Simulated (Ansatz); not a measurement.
# H$_{4}$SSi···H$_{2}$O: what the fields show

```
atom    x (Å)    y (Å)    z (Å)
  Si   0.4510  -0.4228  -0.5189
   O  -0.4502  -0.9065   2.5495
   H  -1.3426  -0.8103   2.1894
   H   0.8811  -0.1883  -1.9266
   H   0.7609   0.8048   0.2791
   H  -1.0333  -0.6096  -0.5009
   S   1.5159  -2.1507   0.1524
   H   0.9166  -2.0792   1.3694
   H  -0.1516   0.0065   2.6610
```

Computed with Ansatz 0.2.0, RKS r2SCAN-D4/def2-SVP.

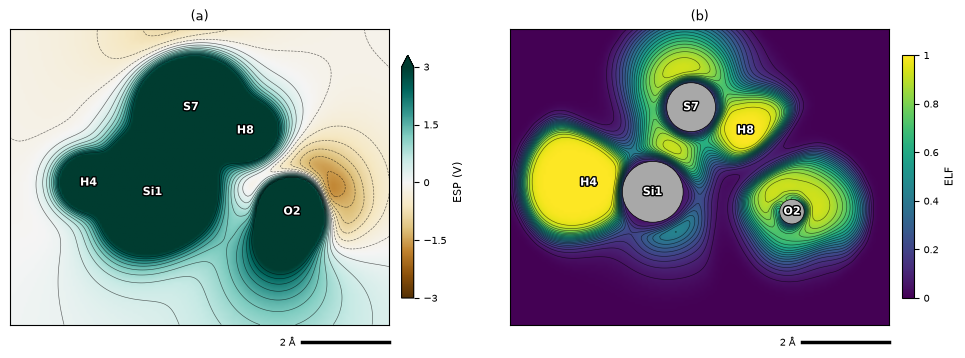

Figure 1. (a) molecular electrostatic potential; (b) electron localisation function on the plane of atoms Si1, S7 and H8. Grey discs cover the atomic cores in the ELF map.

Interpret the plot.

Answer.
- The section cuts through Si, O, H and S sites.
- O2···H8 (2.15 Å): the ELF dips to about 0.10 between them.
- Si–S (2.14 Å): the ELF peaks at about 0.90 between the atoms; a shared electron pair.
- S–H (1.36 Å): the ELF climbs to about 1 towards the hydrogen, as it does in any bond to H.
- Si–H (1.49 Å): the ELF climbs to about 1 towards the hydrogen.
- The ELF also peaks beside O2 and S7, away from the bonds: lone-pair regions.
- Outside the dense part of the complex the potential is most negative (−1.7 V) near O2.

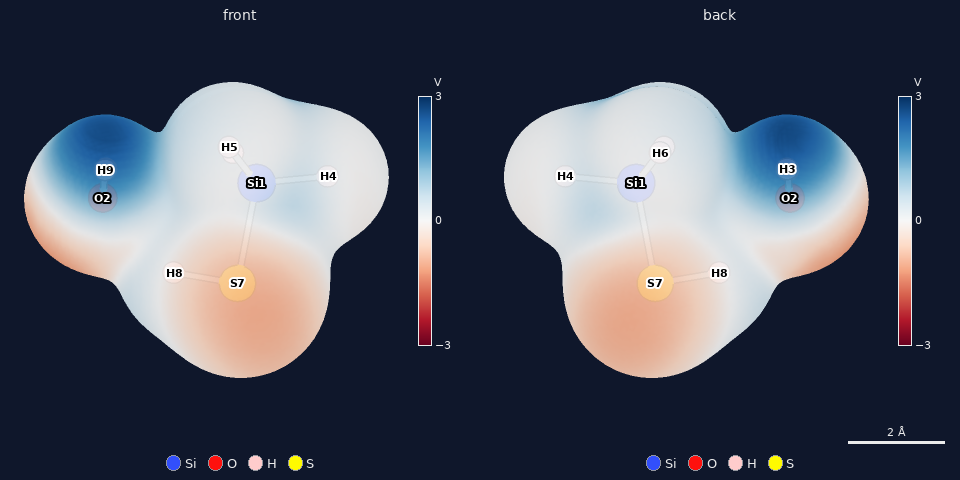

Figure 2. The molecular electrostatic potential painted on the density surface at 0.002 e/bohr³, seen from the front and from behind; red is negative and blue positive.

Describe the electrostatic potential map.

Answer. The most negative region (about −1.2 V) lies over O2, the most positive (about +2.6 V) over H3 and H9. O2 is the likeliest acceptor of a hydrogen bond.

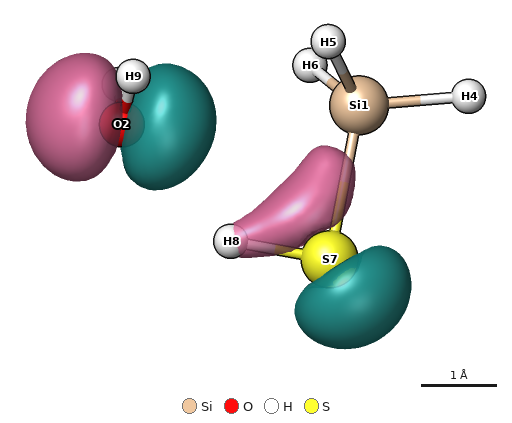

Figure 3. The HOMO−1 at ±0.15 Å⁻³ᐟ² (teal and pink are the two phases), seen across its widest extent.

Describe this orbital and give its energy.

Answer. Its weight (Hirshfeld) is mainly on O2 (about 65 %) and S7 (about 20 %). Its energy is −7.77 eV.

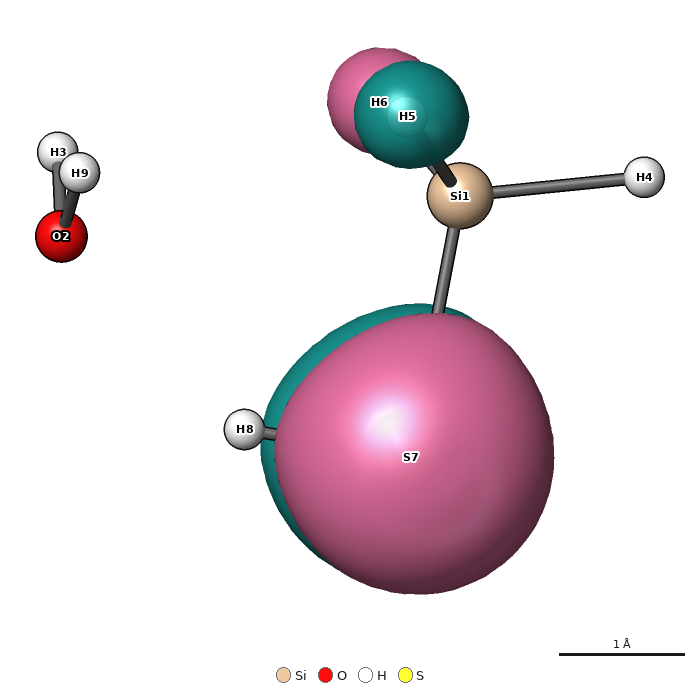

Figure 4. The HOMO at ±0.15 Å⁻³ᐟ² (teal and pink are the two phases), seen across its widest extent.

What is the character of this orbital?

Answer. Its weight (Hirshfeld) is mainly on S7 (about 80 %); largely a lone pair of S7. Its energy is −6.14 eV.
